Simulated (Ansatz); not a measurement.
The figure comes from a scan of AlNi (CsCl type): one Al atom of a 2-atom cell moves by u along (1.00, 0.00, 0.00) and v along (0.00, 0.00, 1.00). Method: PBE (plane waves to 420 eV, PAW, scalar-relativistic; Ansatz, a first-principles code). k mesh 13×13×13 (Γ-centred), Fermi-Dirac smearing 0.05 eV. E stands for the smeared free energy. With partly filled bands, energies and forces of such displacements shift with the k mesh and the smearing. AlNi is run without spin polarisation. AlNi was relaxed with its symmetry unable to fall. The PAW data are Ansatz's earlier set. ΔE is measured from the undisplaced structure. Axes are in Å.

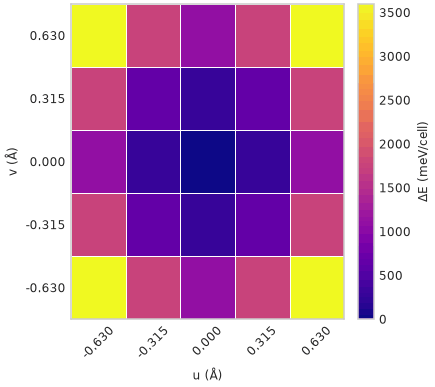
Figure: ΔE (meV/cell), one tile a computed point.

Question: List the plotted points as numbers.

Answer: To the nearest 500:

ΔE (meV/cell), with u across and v down:

```
v \ u   -0.630  -0.315  0.000  0.315  0.630
------  ------  ------  -----  -----  -----
-0.630    3500    1500   1000   1500   3500
-0.315    1500     500    500    500   1500
0.000     1000     500      0    500   1000
0.315     1500     500    500    500   1500
0.630     3500    1500   1000   1500   3500
```

(For displaced atoms, the force is minus the slope of the energy, and its curvature is a force constant, which sets phonon frequencies.)
